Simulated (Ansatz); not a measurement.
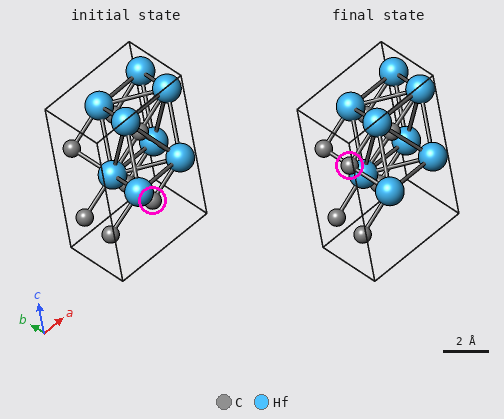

The two relaxed end points of a path for a defect cell of composition Hf8C7 with a C vacancy (15 atoms in the cell). Style: ball-and-stick. Shown: the reduced simulation cell (origin moved), slightly off an axis. The moving atom is ringed, with any periodic copies. Lengths and directions refer to the drawn axes. Bonds to atoms that aren't drawn are left out.

Method: DFT, PAW plane waves, PBEsol (Ansatz 0.2.0).

Input file:
```yaml
crystal:
  lattice:
    - [0.0, 4.62629, 4.62629]
    - [4.62629, 0.0, 4.62629]
    - [4.62629, 4.62629, 0.0]
  atoms:
    - { symbol: C, position: [-0.00190837, 0.00037716, 0.00521891] }
    - { symbol: Hf, position: [0.25186628, 0.24977078, 0.24485729] }
    - { symbol: C, position: [-0.00229577, -0.00038289, 0.49916614] }
    - { symbol: Hf, position: [0.24658672, 0.24524279, 0.75303899] }
    - { symbol: C, position: [-0.0013378, 0.49964083, -0.00051753] }
    - { symbol: Hf, position: [0.25112764, 0.74834891, 0.25004779] }
    - { symbol: C, position: [0.00019595, 0.50163654, 0.49657626] }
    - { symbol: Hf, position: [0.25486983, 0.75187369, 0.74267326] }
    - { symbol: Hf, position: [0.74699941, 0.26012775, 0.24294364] }
    - { symbol: C, position: [0.49831397, 0.00196975, 0.50303365] }
    - { symbol: Hf, position: [0.74597374, 0.2495538, 0.75046469] }
    - { symbol: C, position: [0.49841114, 0.50601984, -0.00120137] }
    - { symbol: Hf, position: [0.74565671, 0.75630935, 0.24520279] }
    - { symbol: C, position: [0.50205838, 0.50156565, 0.49787341] }
    - { symbol: Hf, position: [0.74914836, 0.74735103, 0.75542025] }
kpoints:
  mp_grid: { grid: [3, 3, 3] }
magnetization:
  spin_polarized: false
scf:
  occupations: { method: fermi_dirac, width: 0.1 }
hamiltonian:
  pseudopotentials: { kind: paw }
  xc: pbesol
basis:
  ecutwfc: 420
neb:
  images: 5
  relax_end_points: true
  climbing: true
  f_tol: 0.05
  max_iterations: 40
  order_check: false
  final_atoms:
    - { symbol: C, position: [-0.00190837, 0.00037716, 0.00521891] }
    - { symbol: Hf, position: [0.25186628, 0.24977078, 0.24485729] }
    - { symbol: C, position: [-0.50363837, 0.00319404, 0.99524063] }
    - { symbol: Hf, position: [0.24658672, 0.24524279, 0.75303899] }
    - { symbol: C, position: [-0.0013378, 0.49964083, -0.00051753] }
    - { symbol: Hf, position: [0.25112764, 0.74834891, 0.25004779] }
    - { symbol: C, position: [0.00019595, 0.50163654, 0.49657626] }
    - { symbol: Hf, position: [0.25486983, 0.75187369, 0.74267326] }
    - { symbol: Hf, position: [0.74699941, 0.26012775, 0.24294364] }
    - { symbol: C, position: [0.49831397, 0.00196975, 0.50303365] }
    - { symbol: Hf, position: [0.74597374, 0.2495538, 0.75046469] }
    - { symbol: C, position: [0.49841114, 0.50601984, -0.00120137] }
    - { symbol: Hf, position: [0.74565671, 0.75630935, 0.24520279] }
    - { symbol: C, position: [0.50205838, 0.50156565, 0.49787341] }
    - { symbol: Hf, position: [0.74914836, 0.74735103, 0.75542025] }
```

Run as
```bash
ansatz run input.yaml --threads 4 --pin off --max-ram 8192MiB --backend cpu --events-out ev --progress --plain --runs-dir out
```

Question: What barrier does the band find between them, and by what path?

Answer: The barrier is about 5.08 eV in both directions, with image 3 at the top; the ends have the same energy. It is a vacancy jump: a nearby atom moves into the empty site and leaves its own site empty. A C atom travels furthest, 3.27 Å from end to end, along [−1 0 1], on a straight line. At the highest image its nearest neighbour (Hf) is 1.95 Å away, against 2.31 Å at the start, and the surrounding atoms stand up to 0.28 Å off the mean of their end positions. The band converged in 5 iterations. The largest component of the band force went from 11 to 0.037 eV/Å. The climbing image converged on the top of the path. Its curvatures weren't checked.

Energies of the converged images:

```csv
image,path (Å),E (eV)
0,0.00,0.000
1,0.56,1.332
2,1.12,3.864
3,1.68,5.082
4,2.24,3.864
5,2.80,1.331
6,3.36,0.000
```

The geometry at the top of the path:

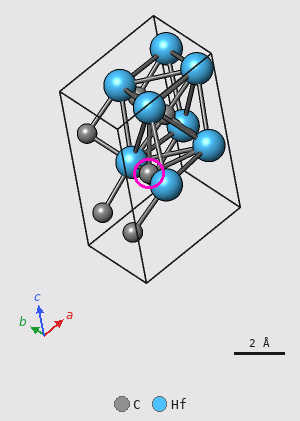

Limits of the set-up: the periodic images lie only 6.5 Å apart, so the values are limited by the cell's size.

Cost: 3.5 min on 4 threads of AMD EPYC 9R45 96-Core Processor (Zen 5), on a shared host, peak memory 2.3 GiB.
